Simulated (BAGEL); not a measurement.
# HF/6-31G(d) (density fitting with qzvpp-jkfit, spherical functions) run of BN2H5 (SMILES NBN)

Aim: the vertical singlet–triplet gap of BN2H5 at HF/6-31G* (density fitting with qzvpp-jkfit, spherical functions), from 2 runs. 

Program for the calculation: BAGEL 1.2.2.

4 further runs of the same task are left out: 4 set aside as unsound or not needed. Runs told in other sessions of the task aren't counted.

**1. The molecule**

BN2H5: 8 atoms, total charge 0, spin state singlet. As SMILES, `NBN`. The coordinates come from a PBE0-D4/def2-TZVP relaxation.

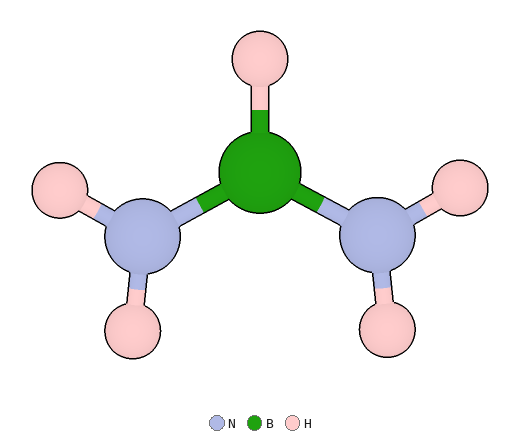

The structure, seen from a chosen angle (nitrogen light blue, boron green, hydrogen pink).

**2. The energy at HF/6-31G(d) (density fitting with qzvpp-jkfit, spherical functions)**

Contents of hf.json:

```json
{ "bagel": [

{
  "title": "molecule",
  "basis": "6-31gs.json",
  "df_basis": "qzvpp-jkfit",
  "angstrom": true,
  "geometry": [
    { "atom": "N", "xyz": [      -0.971000,       0.516500,      -0.581100 ] },
    { "atom": "B", "xyz": [       0.194200,       0.386600,       0.200500 ] },
    { "atom": "N", "xyz": [       0.848200,      -0.845200,       0.401400 ] },
    { "atom": "H", "xyz": [      -1.426800,      -0.244500,      -1.053400 ] },
    { "atom": "H", "xyz": [      -1.423900,       1.400900,      -0.713700 ] },
    { "atom": "H", "xyz": [       0.649700,       1.368600,       0.718000 ] },
    { "atom": "H", "xyz": [       1.676700,      -0.919800,       0.960900 ] },
    { "atom": "H", "xyz": [       0.545000,      -1.720300,       0.011600 ] }
  ]
},

{ "title": "hf" },

{ "title": "print", "file": "orbitals.molden", "orbitals": true }

]}
```

The basis set 6-31G* is read from a file made from the Basis Set Exchange's data (not shown).

Started as:

```
$ BAGEL_NUM_THREADS=1 BAGEL hf.json > hf.out
```

Log:

```text
* using 1 threads per process

  ===============================================================
  ===============================================================

  *** Geometry ***

  { "atom" : "N", "xyz" : [     -1.834924,      0.976044,     -1.098120 ] },
  { "atom" : "B", "xyz" : [      0.366985,      0.730568,      0.378890 ] },
  { "atom" : "N", "xyz" : [      1.602866,     -1.597197,      0.758536 ] },
  { "atom" : "H", "xyz" : [     -2.696261,     -0.462038,     -1.990638 ] },
  { "atom" : "H", "xyz" : [     -2.690781,      2.647317,     -1.348698 ] },
  { "atom" : "H", "xyz" : [      1.227755,      2.586279,      1.356823 ] },
  { "atom" : "H", "xyz" : [      3.168504,     -1.738170,      1.815838 ] },
  { "atom" : "H", "xyz" : [      1.029901,     -3.250896,      0.021921 ] },

  Number of auxiliary basis functions:      319

  Since a DF basis is specified, we compute 2- and 3-index integrals:
    o Being stored without compression. Storage requirement is 0.007 GB

  Number of basis functions:       52
  Number of electrons      :       24

    * METHOD: MOLECULE                             0.09

  *** RHF ***

  === Nuclear Repulsion ===
    68.8525948158

      * DIIS with orbital gradients will be used.

  === RHF iteration (6-31gs.json) ===
      0       -136.33780779          0.03416491           0.01
      1       -136.51337805          0.01673784           0.01
      2       -136.56550280          0.00221361           0.01
      3       -136.56658335          0.00032671           0.01
      4       -136.56660136          0.00005174           0.01
      5       -136.56660226          0.00000862           0.01
      6       -136.56660229          0.00000214           0.01
      7       -136.56660229          0.00000041           0.01
      8       -136.56660229          0.00000007           0.01
      9       -136.56660229          0.00000003           0.01
     10       -136.56660229          0.00000001           0.01
    * SCF iteration converged.

    * Permanent dipole moment:
           (    0.199515,     0.430052,     0.226453) a.u.

    * METHOD: HF                                   0.21

    * METHOD: PRINT                                0.01

  ===============================================================
```

It took 0.42 s on 1 thread of Arm Neoverse V1, shared host.

**3. The triplet at the same level**

Contents of calc.json:

```json
{ "bagel" : [

{
  "title" : "molecule",
  "basis" : "6-31gs.json",
  "df_basis" : "qzvpp-jkfit",
  "angstrom" : true,
  "geometry" : [
    { "atom" : "N", "xyz" : [   -0.971000,    0.516500,   -0.581100 ] },
    { "atom" : "B", "xyz" : [    0.194200,    0.386600,    0.200500 ] },
    { "atom" : "N", "xyz" : [    0.848200,   -0.845200,    0.401400 ] },
    { "atom" : "H", "xyz" : [   -1.426800,   -0.244500,   -1.053400 ] },
    { "atom" : "H", "xyz" : [   -1.423900,    1.400900,   -0.713700 ] },
    { "atom" : "H", "xyz" : [    0.649700,    1.368600,    0.718000 ] },
    { "atom" : "H", "xyz" : [    1.676700,   -0.919800,    0.960900 ] },
    { "atom" : "H", "xyz" : [    0.545000,   -1.720300,    0.011600 ] }
  ]
},
{ "title" : "uhf", "nopen" : 2 },
{ "title" : "print", "file" : "orbitals.molden", "orbitals" : true }

]}
```

The basis set 6-31G* is read from a file made from the Basis Set Exchange's data (not shown).

Started as:

```
$ BAGEL_NUM_THREADS=1 BAGEL calc.json > calc.out
```

Log:

```text
* using 1 threads per process

  ===============================================================
  ===============================================================

  *** Geometry ***

  { "atom" : "N", "xyz" : [     -1.834924,      0.976044,     -1.098120 ] },
  { "atom" : "B", "xyz" : [      0.366985,      0.730568,      0.378890 ] },
  { "atom" : "N", "xyz" : [      1.602866,     -1.597197,      0.758536 ] },
  { "atom" : "H", "xyz" : [     -2.696261,     -0.462038,     -1.990638 ] },
  { "atom" : "H", "xyz" : [     -2.690781,      2.647317,     -1.348698 ] },
  { "atom" : "H", "xyz" : [      1.227755,      2.586279,      1.356823 ] },
  { "atom" : "H", "xyz" : [      3.168504,     -1.738170,      1.815838 ] },
  { "atom" : "H", "xyz" : [      1.029901,     -3.250896,      0.021921 ] },

  Number of auxiliary basis functions:      319

  Since a DF basis is specified, we compute 2- and 3-index integrals:
    o Being stored without compression. Storage requirement is 0.007 GB

  Number of basis functions:       52
  Number of electrons      :       24

    * METHOD: MOLECULE                             0.09

  *** Open-shell HF ***

  === Nuclear Repulsion ===
    68.8525948158

      * DIIS with orbital gradients will be used.

  === UHF iteration (6-31gs.json) ===
      0       -136.12498119          0.05745005           0.03
      1       -136.27354610          0.02287570           0.03
      2       -136.29782316          0.01050957           0.03
      3       -136.30364808          0.00139097           0.03
      4       -136.30422761          0.00035834           0.03
      5       -136.30432508          0.00018284           0.03
      6       -136.30437764          0.00002556           0.03
      7       -136.30438105          0.00000797           0.03
      8       -136.30438204          0.00000339           0.03
      9       -136.30438220          0.00000219           0.03
     10       -136.30438229          0.00000266           0.03
     11       -136.30438229          0.00000266           0.03
     12       -136.30438228          0.00000225           0.03
     13       -136.30438228          0.00000124           0.03
     14       -136.30438229          0.00000048           0.03
     15       -136.30438229          0.00000017           0.03
     16       -136.30438229          0.00000013           0.03
     17       -136.30438229          0.00000005           0.03
     18       -136.30438229          0.00000004           0.03
     19       -136.30438229          0.00000002           0.03
     20       -136.30438229          0.00000001           0.03
     21       -136.30438229          0.00000001           0.03
    * SCF iteration converged.

    * S^2 (UHF) is 2.0283

    * Permanent dipole moment:
           (    0.590231,     1.272847,     0.670384) a.u.

    * METHOD: UHF                                  0.67

    * METHOD: PRINT                                0.01

  ===============================================================
```

Wall time 0.89 s (1 thread of Arm Neoverse V1, shared host).

**4. Results**

At HF/6-31G* (density fitting with qzvpp-jkfit, spherical functions):

| quantity | value |
| --- | --- |
| singlet: total energy | -136.56660 Eh |
| singlet: dipole moment | 1.34 D |
| singlet: HOMO energy | -10.03 eV |
| singlet: LUMO energy | 6.34 eV |
| singlet: HOMO–LUMO gap | 16.37 eV |
| triplet: total energy | -136.30438 Eh |
| triplet: dipole moment | 3.95 D |
| triplet: ⟨S²⟩ | 2.028 |
| vertical energy of the triplet above the singlet | 7.135 eV |

At this shape the triplet lies 7.14 eV (688 kJ/mol) above the singlet.
